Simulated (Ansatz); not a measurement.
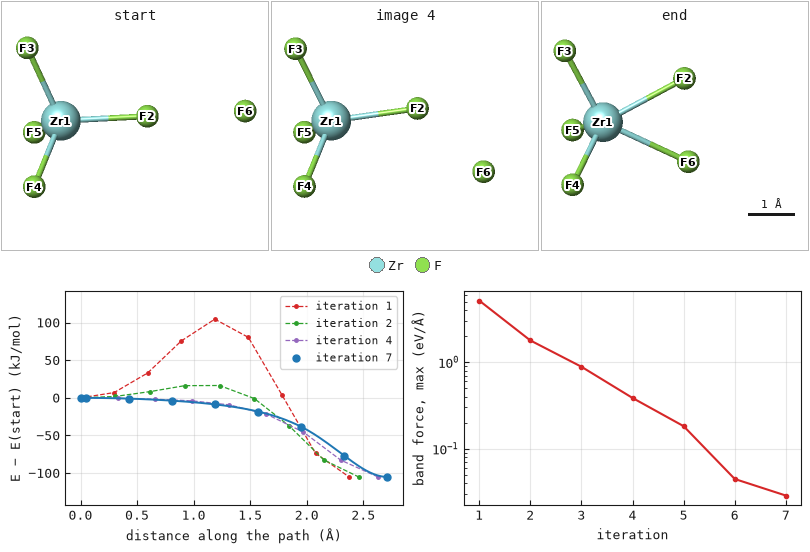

A nudged-elastic-band calculation for ZrF₅ (multiplicity 2). Images are numbered from 0 (start) to 8 (end). The plot follows the band through its iterations. A ball-and-stick model, seen from a free direction.

These are results of UKS PBE/def2-SVP (Ansatz), not measurements. Run with 7 movable images; climbing image; force threshold 0.03 eV/Å; iteration limit 60; starting path by straight interpolation.

Judge this run.

The run is converged, with reservations. The band converged in 7 iterations. The largest component of the band force went from 5.2 to 0.029 eV/Å. The straight starting path can push atoms close together and costs iterations. The first iteration put the highest image at 104.6 kJ/mol. No barrier shows: the energy is highest at the start, and the end lies 105.1 kJ/mol below the start.
